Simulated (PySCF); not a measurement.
# C9H13B: circular dichroism and optical rotation, excited states, first hyperpolarisability

Aim: compute the circular dichroism and optical rotation, excited states, first hyperpolarisability of C9H13B (`CC=C=C=C=C(C)B(C)C`).

Programs: PySCF 2.14.0, with routines of our own; each step states its level. All values are computed. Atoms count from 0.

## (1) The starting structure

23 atoms, charge 0, multiplicity 1; geometry from: GFN2-xTB.

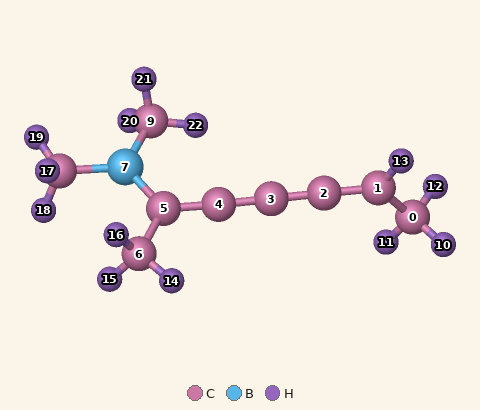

The starting geometry (carbon pink, boron blue, hydrogen purple).

## (2) Geometry optimisation at PBE0-D3(BJ)/def2-SVP

Job settings and geometry (Å):

```
{"job": {"xc": "PBE0", "basis": "def2-SVP", "d3": "d3bj", "grid": 2, "kind": "geom"}, "charge": 0, "multiplicity": 1}
C      4.804102     0.576477     0.612197
C      3.851635    -0.579273     0.605784
C      2.600979    -0.498283     0.241743
C      1.383472    -0.400128    -0.116749
C      0.174233    -0.318095    -0.484656
C     -1.100898    -0.223254    -0.814436
C     -1.494388    -0.449604    -2.255473
B     -2.164996     0.096969     0.267338
C     -3.691540     0.138234    -0.142182
C     -1.744906     0.375404     1.764205
H      5.635058     0.380585    -0.066760
H      4.304984     1.491982     0.304194
H      5.215943     0.716215     1.612219
H      4.253963    -1.532553     0.928093
H     -0.621347    -0.595473    -2.888578
H     -2.060569     0.404075    -2.624255
H     -2.131429    -1.330319    -2.330454
H     -3.993516    -0.762484    -0.675240
H     -3.880514     0.966207    -0.826001
H     -4.362520     0.260502     0.704887
H     -2.215360     1.279934     2.147796
H     -2.095343    -0.435171     2.403970
H     -0.671795     0.465037     1.915375
```

Launch:

```sh
OMP_NUM_THREADS=1 python excited_run.py task.json out
```

This one command runs all jobs of the session in turn.

Output:

```text
step   0  E = -374.81597749  max force = 0.013293
step   1  E = -374.81905074  max force = 0.003208
step   2  E = -374.81911406  max force = 0.001001
step   3  E = -374.81913220  max force = 0.000930
step   4  E = -374.81914504  max force = 0.000571
step   5  E = -374.81915371  max force = 0.000305
optimisation converged
```

It took 2.4 min on 1 thread of Arm Neoverse V1, shared host; peak memory 0.94 GiB.

Along the way:

| step | energy from step 0 (eV) | largest force component (eV/Å) |
| --- | --- | --- |
| 0 | 0.0000 | 0.6836 |
| 1 | -0.0836 | 0.1650 |
| 2 | -0.0854 | 0.0515 |
| 3 | -0.0858 | 0.0478 |
| 4 | -0.0862 | 0.0294 |
| 5 | -0.0864 | 0.0157 |

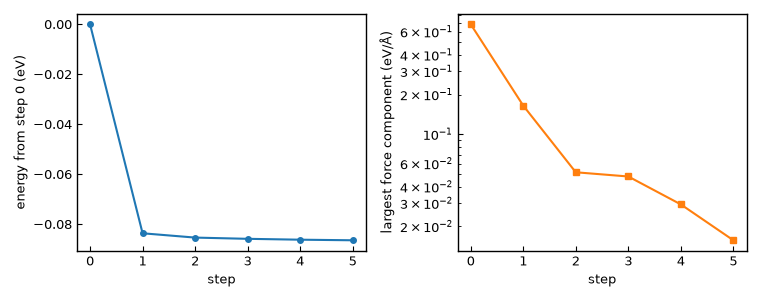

Energy and force, step by step.

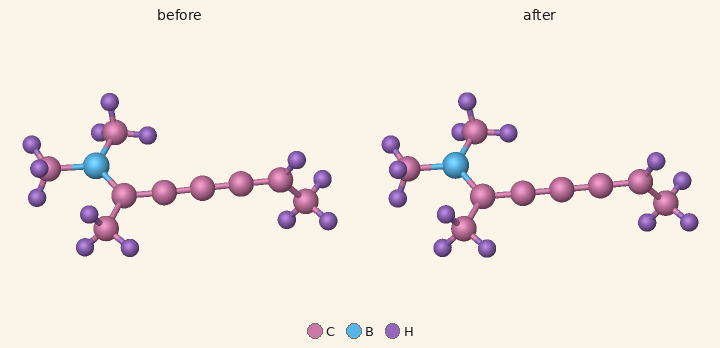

The geometry before (left) and after (right).

Distances of close pairs at the start and the end, largest changes first:

| bond | before (Å) | after (Å) | change (Å) |
| --- | --- | --- | --- |
| C5–B7 | 1.551 | 1.573 | +0.022 |
| C8–H18 | 1.090 | 1.106 | +0.016 |
| C9–H21 | 1.090 | 1.106 | +0.016 |
| C1–H13 | 1.084 | 1.099 | +0.016 |
| C9–H20 | 1.089 | 1.104 | +0.015 |
| C8–H17 | 1.089 | 1.103 | +0.014 |
| C3–C4 | 1.267 | 1.280 | +0.014 |
| C6–H15 | 1.089 | 1.102 | +0.013 |

The end geometry stands in the next job.

| at the end point | value |
| --- | --- |
| point group (found at 0.08 Å tolerance) | C1 |
| rotational constants (GHz, main isotopes) | 2.807, 0.479, 0.424 |
| dipole moment (D) | 0.79 |

## (3) Circular dichroism and optical rotation: TDDFT CAM-B3LYP/def2-SVPD

Job settings and geometry (Å):

```
{"job": {"kind": "ecd", "xc": "CAM-B3LYP", "basis": "def2-SVPD", "nstates": 12}, "charge": 0, "multiplicity": 1}
C      4.811231     0.557709     0.571487
C      3.855461    -0.595448     0.562012
C      2.593871    -0.534498     0.188477
C      1.363602    -0.468076    -0.175809
C      0.136112    -0.407720    -0.535339
C     -1.145434    -0.336507    -0.877675
C     -1.569730    -0.570602    -2.307443
B     -2.189620    -0.014600     0.253743
C     -3.712175     0.067291    -0.147327
C     -1.750675     0.221074     1.742493
H      5.671278     0.355263    -0.088397
H      4.327716     1.485387     0.237439
H      5.215724     0.719341     1.584402
H      4.239382    -1.570679     0.893708
H     -0.713850    -0.742633    -2.974399
H     -2.139999     0.291656    -2.689172
H     -2.239786    -1.443449    -2.374516
H     -4.030921    -0.818882    -0.722465
H     -3.856556     0.922719    -0.833562
H     -4.396454     0.200239     0.702991
H     -2.206274     1.147710     2.132820
H     -2.181832    -0.589535     2.359453
H     -0.666709     0.248283     1.919683
```

Level: TDDFT CAM-B3LYP/def2-SVPD circular dichroism and optical rotation, one conformer, gas phase.

Output:

```text
coarse grid: 18920 points
cycle   1  E = -374.9097351700  dE =  1.263e+00  |g| = 4.060e-01  |ddm| = 2.766e+01
cycle   2  E = -374.9342004856  dE = -2.447e-02  |g| = 3.224e-01  |ddm| = 3.146e+00
cycle   3  E = -374.9609758677  dE = -2.678e-02  |g| = 7.611e-02  |ddm| = 8.787e-01
cycle   4  E = -374.9620304740  dE = -1.055e-03  |g| = 5.604e-02  |ddm| = 3.396e-01
cycle   5  E = -374.9629550317  dE = -9.246e-04  |g| = 8.811e-03  |ddm| = 2.431e-01
cycle   6  E = -374.9629786973  dE = -2.367e-05  |g| = 3.024e-03  |ddm| = 5.361e-02
cycle   7  E = -374.9629833981  dE = -4.701e-06  |g| = 1.682e-03  |ddm| = 2.193e-02
final grid: 181920 points
cycle   8  E = -375.0441777805  dE = -5.124e-05  |g| = 4.279e-03  |ddm| = 3.464e-01
cycle   9  E = -375.0441788207  dE = -1.040e-06  |g| = 3.942e-03  |ddm| = 3.552e-02
cycle  10  E = -375.0441826055  dE = -3.785e-06  |g| = 7.403e-04  |ddm| = 1.563e-02
cycle  11  E = -375.0441827364  dE = -1.309e-07  |g| = 2.700e-04  |ddm| = 3.432e-03
cycle  12  E = -375.0441827578  dE = -2.145e-08  |g| = 8.180e-05  |ddm| = 1.142e-03
cycle  13  E = -375.0441827599  dE = -2.030e-09  |g| = 2.321e-05  |ddm| = 3.568e-04
cycle  14  E = -375.0441827602  dE = -2.908e-10  |g| = 1.428e-05  |ddm| = 1.977e-04
converged SCF energy = -375.0441827602

Singlet excitations and rotatory strengths (1e-40 esu^2 cm^2)
state   eV       nm     f(len)   f(vel)    R(len)    R(vel)   main configurations
  1   3.1931   388.3  0.00001  0.00001     1.466     1.410   H->L 0.96
  2   4.1657   297.6  0.00003  0.00004     2.390     2.387   H-1->L+1 0.96
  3   4.4379   279.4  0.23039  0.22529    -2.329    -2.431   H-1->L 0.81, H->L+1 0.17
  4   5.4523   227.4  1.70312  1.67006   -57.090   -56.375   H->L+1 0.71, H-1->L 0.14
  5   5.7545   215.5  0.00129  0.00125    15.123    15.244   H-2->L 0.65, H-3->L 0.21
  6   5.8505   211.9  0.00024  0.00014    -1.366    -1.823   H-3->L 0.57, H-2->L 0.24
  7   6.1917   200.2  0.01244  0.01163    -9.951    -9.483   H->L+2 0.50, H->L+3 0.31
  8   6.3287   195.9  0.00266  0.00288     2.383     2.267   H-1->L+2 0.82
  9   6.5702   188.7  0.00113  0.00126    -0.401    -0.218   H-5->L 0.65
 10   6.7074   184.8  0.00148  0.00194     0.425     0.015   H->L+3 0.30, H->L+4 0.25, H-5->L 0.18
 11   6.9122   179.4  0.01171  0.01337     7.149     7.489   H->L+4 0.36, H->L+2 0.20, H->L+3 0.15
 12   6.9894   177.4  0.11100  0.10929    21.453    20.291   H-1->L+3 0.72

Specific rotation (deg / (dm g/mL))
    nm     length   length(OI)   velocity    alpha(len)  alpha(vel)
  633.0    -166.03    -167.67    -168.22      168.878    167.767
  589.3    -193.55    -195.50    -196.36      170.897    169.756
  546.0    -226.37    -228.74    -230.15      173.527    172.345
  436.0    -232.35    -236.69    -247.50      185.918    184.542
```

Run time: 4.8 min. Hardware: 1 thread of Arm Neoverse V1, shared host; peak memory 1.6 GiB.

Warnings kept with the result: wavelengths within 0.3 eV of the first excitation or beyond it are left out.

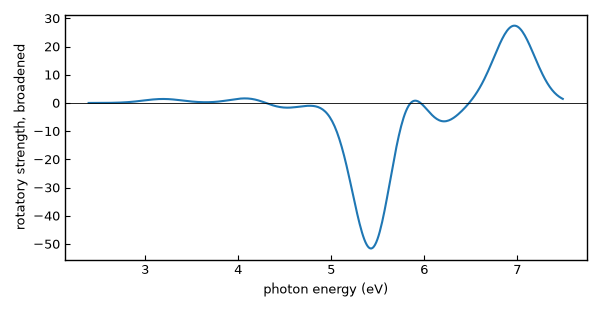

Circular dichroism: velocity-form rotatory strengths under Gaussians of 0.3 eV half-width at 1/e.

Orbitals, density, ELF and potential are computed afterwards from the orbital file.

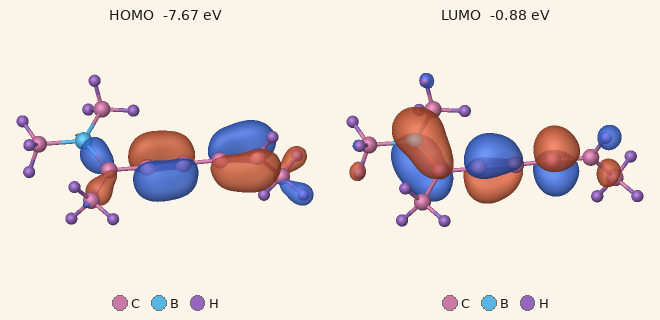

CAM-B3LYP/def2-SVPD orbitals near the gap, drawn at the value that encloses 70 % of each; the two colours are the two signs.

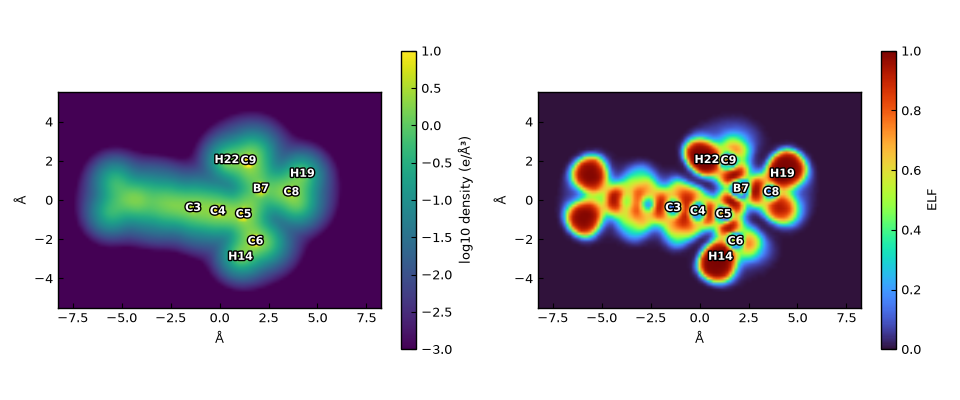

Density (left) and ELF (right) in a plane through or near 10 of the atoms.

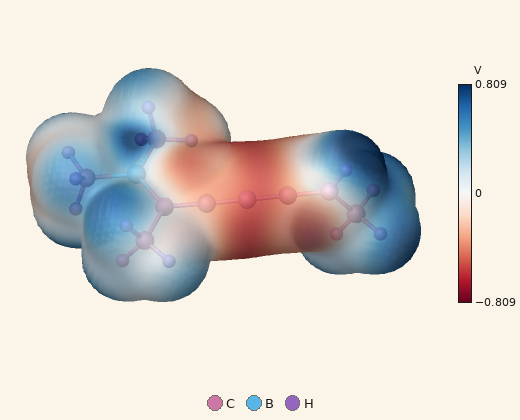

Electrostatic potential on the surface of density 0.002 e/bohr³; red is low, blue high. It runs from -0.54 V near C3 to 0.81 V near H13.

## (4) Excited states: TDA CAM-B3LYP/def2-SVPD

Settings changed since step 3:

```diff
@@ -1,2 +1,2 @@
-{"job": {"kind": "ecd", "xc": "CAM-B3LYP", "basis": "def2-SVPD", "nstates": 12}, "charge": 0, "multiplicity": 1}
+{"job": {"kind": "states", "xc": "CAM-B3LYP", "basis": "def2-SVPD", "tda": true, "soc": true, "nstates": 6, "ntriplets": 5, "nquad": 4}, "charge": 0, "multiplicity": 1}
 C      4.811231     0.557709     0.571487
```

Method: TDA CAM-B3LYP/def2-SVPD excited states, vertical, gas phase, spin-orbit mean-field couplings.

Output:

```text
coarse grid: 18920 points
cycle   1  E = -374.9097351700  dE =  1.263e+00  |g| = 4.060e-01  |ddm| = 2.766e+01
cycle   2  E = -374.9342004856  dE = -2.447e-02  |g| = 3.224e-01  |ddm| = 3.146e+00
cycle   3  E = -374.9609758677  dE = -2.678e-02  |g| = 7.611e-02  |ddm| = 8.787e-01
cycle   4  E = -374.9620304740  dE = -1.055e-03  |g| = 5.604e-02  |ddm| = 3.396e-01
cycle   5  E = -374.9629550317  dE = -9.246e-04  |g| = 8.811e-03  |ddm| = 2.431e-01
cycle   6  E = -374.9629786973  dE = -2.367e-05  |g| = 3.024e-03  |ddm| = 5.361e-02
cycle   7  E = -374.9629833981  dE = -4.701e-06  |g| = 1.682e-03  |ddm| = 2.193e-02
final grid: 181920 points
cycle   8  E = -375.0441777805  dE = -5.124e-05  |g| = 4.279e-03  |ddm| = 3.464e-01
cycle   9  E = -375.0441788207  dE = -1.040e-06  |g| = 3.942e-03  |ddm| = 3.552e-02
cycle  10  E = -375.0441826055  dE = -3.785e-06  |g| = 7.403e-04  |ddm| = 1.563e-02
cycle  11  E = -375.0441827364  dE = -1.309e-07  |g| = 2.700e-04  |ddm| = 3.432e-03
cycle  12  E = -375.0441827578  dE = -2.145e-08  |g| = 8.180e-05  |ddm| = 1.142e-03
cycle  13  E = -375.0441827599  dE = -2.030e-09  |g| = 2.321e-05  |ddm| = 3.568e-04
cycle  14  E = -375.0441827602  dE = -2.908e-10  |g| = 1.428e-05  |ddm| = 1.977e-04
converged SCF energy = -375.0441827602

Singlet excitations
state   eV       nm        f     d(h-e)  d(exc)  Lambda  PR(NTO)  |dmu|/D   mu/D   main configurations
  1   3.2427   382.3   0.00001   1.103   3.451   0.500   1.025    3.302    4.066   H->L 0.95
  2   4.2196   293.8   0.00003   1.017   3.331   0.508   1.023    2.838    2.144   H-1->L+1 0.96
  3   4.6857   264.6   0.26054   0.424   3.521   0.798   1.614    1.310    2.050   H-1->L 0.74, H->L+1 0.19
  4   5.7646   215.1   1.20328   0.143   3.242   0.612   2.112    0.561    0.379   H->L+1 0.35, H-2->L 0.29, H-1->L 0.08
  5   5.7794   214.5   0.85882   0.277   3.254   0.551   1.933                     H-2->L 0.36, H->L+1 0.25, H-3->L 0.12
  6   5.8715   211.2   0.00431   1.058   3.315   0.447   1.257                     H-3->L 0.57, H-2->L 0.24

Triplet excitations (Tamm-Dancoff)
state   eV     d(h-e)  d(exc)  Lambda  PR(NTO)   main configurations
  1   2.5683   0.150   3.088   0.791   1.126   H-1->L 0.90
  2   2.9720   1.071   3.419   0.500   1.020   H->L 0.95
  3   2.9994   0.046   2.962   0.816   1.129   H->L+1 0.90
  4   3.9654   1.015   3.309   0.507   1.019   H-1->L+1 0.96
  5   5.3062   0.370   2.525   0.650   1.638   H-4->L 0.67, H-1->L+4 0.10
S1 - T1 = 0.6744 eV

Spin-orbit couplings |<S|Hso|T>| (cm-1)
             T1       T2       T3       T4       T5
S0        0.135   11.063    0.329   11.661    0.514
S1        2.007    0.174    5.630    0.067    5.380
S2        5.603    0.037    1.517    0.026    2.118
S3        0.084    3.816    0.198    7.077    0.423
S4        2.857    4.863    0.712    1.113    0.489
S5        3.573    3.984    0.914    1.026    0.702
S6        3.952    2.429    0.879    0.307    1.002
T1 sublevels (cm-1): 0.000 0.002 0.002   radiative rates (1/s): 0.0152 0.000457 0.000484
```

It took 2.4 min on 1 thread of Arm Neoverse V1, shared host; peak memory 1.4 GiB.

From this job:

| quantity | value |
| --- | --- |
| S1 less T1 | 0.67 eV |

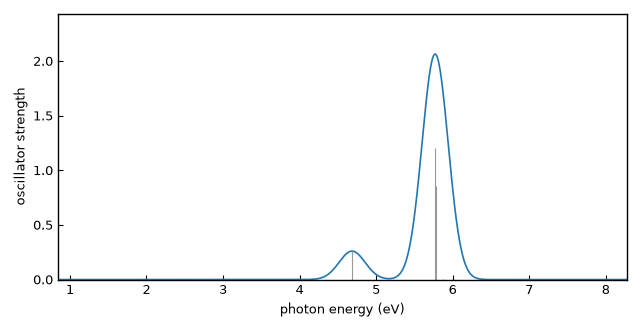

Absorption lines of the singlets. Lines are broadened to a width of 0.40 eV (Gaussian).

(Part 1 of 2 ends here.)
